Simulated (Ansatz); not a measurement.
# H3OSi2 (charge +1): what the fields show

Input

```
crystal:
  periodic: [false, false, false]
  atoms:
    - {symbol: O, position_ang: [-1.634413, -0.539998, 0.638660]}
    - {symbol: Si, position_ang: [-0.201206, -0.653853, -0.041803]}
    - {symbol: Si, position_ang: [0.976546, 1.417536, -0.298991]}
    - {symbol: H, position_ang: [0.191472, -2.038349, -0.423697]}
    - {symbol: H, position_ang: [-2.232688, -1.265681, 0.852483]}
    - {symbol: H, position_ang: [1.523589, 0.891535, 1.038909]}
basis:
  gaussian: {orbitals: def2-TZVPP}
total_charge: 1
hamiltonian: {xc: pbe0, dispersion: d4}
output: {orbitals: {seedname: orbitals}}
```

Command:

```sh
ansatz run in.yaml --threads 2 --pin off --events-out ev --progress --plain --max-ram 4352MiB
```

Geometry: PBE0-D4/def2-TZVP.

Method: Ansatz, RKS PBE0-D4/def2-TZVPP.

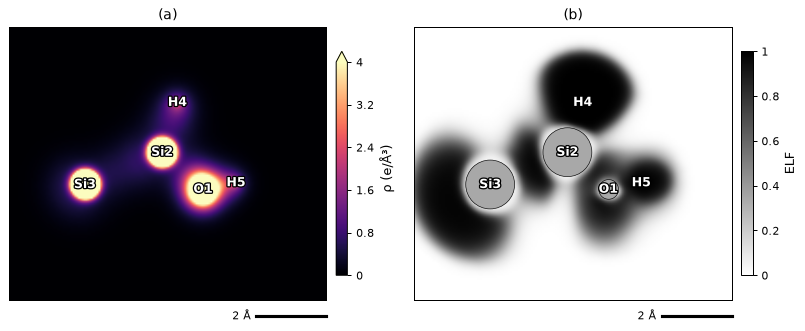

Figure 1. (a) electron density; (b) electron localisation function on the plane of atoms O1, Si2 and H4. Grey discs cover the atomic cores in the ELF map.

Question: Interpret the plot.

Answer: The plane passes through O, Si and H nuclei.
Si–O (1.59 Å): ρ at the midpoint is about 1.3 e/Å³; the ELF peaks at about 0.85 between the atoms; a short, strongly polar bond.
Si–Si (2.40 Å): ρ at the midpoint is about 0.57 e/Å³; the ELF peaks at about 0.95 between the atoms, as expected for a shared electron pair.
O–H (0.96 Å): ρ at the midpoint is about 3.8 e/Å³; the ELF climbs to about 1 towards the hydrogen, as it does in any bond to H: a covalent bond by its length.
Si–H (1.49 Å): the density is about 0.86 e/Å³ at the midpoint; the ELF climbs to about 1 towards the hydrogen.
The ELF also peaks beside O1 and Si3, away from the bonds: lone-pair regions.

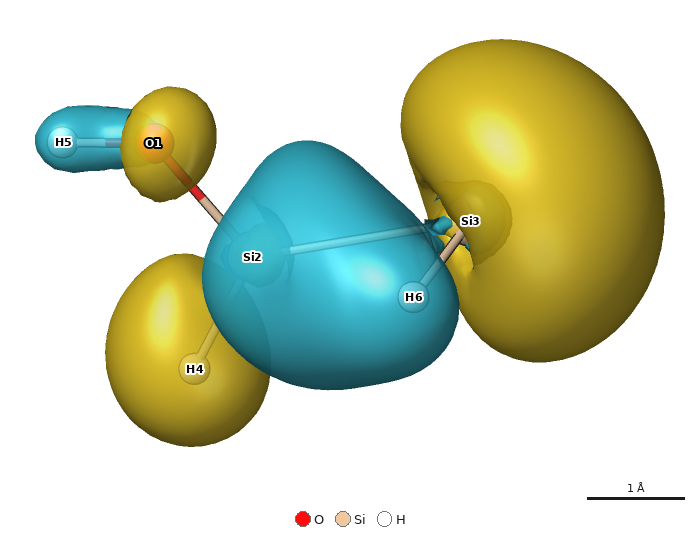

Figure 2. The HOMO at ±0.08 Å⁻³ᐟ² (yellow and cyan are the two phases), seen at a tilt.

Question: What is the character of this orbital?

Answer: By Hirshfeld shares it lies mainly on Si3 (about 65 %) and Si2 (about 20 %). Its energy is −12.91 eV.

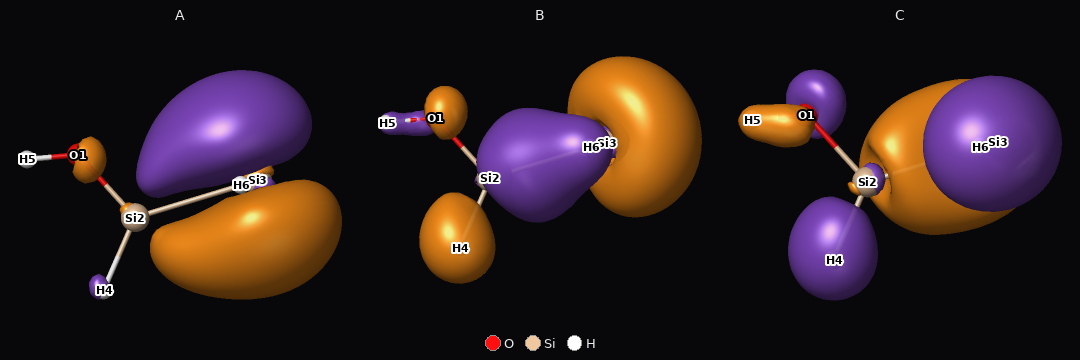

Figure 3. Three frontier orbitals at ±0.1 Å⁻³ᐟ² (orange and purple are the two phases), in no order.

Question: Order the three orbitals by energy and name them.

Answer: C is the HOMO−1 (−14.06 eV). By Hirshfeld shares it lies mainly on Si3 (about 40 %), H6 (about 25 %), Si2 (about 25 %) and H4 (about 5 %). B is the HOMO (−12.91 eV). Its weight (Hirshfeld) is mainly on Si3 (about 65 %) and Si2 (about 20 %). A is the LUMO (−8.88 eV). Its weight (Hirshfeld) is mainly on Si3 (about 75 %) and Si2 (about 15 %).

Question: What is the HOMO–LUMO gap?

Answer: 4.03 eV between the orbital energies.
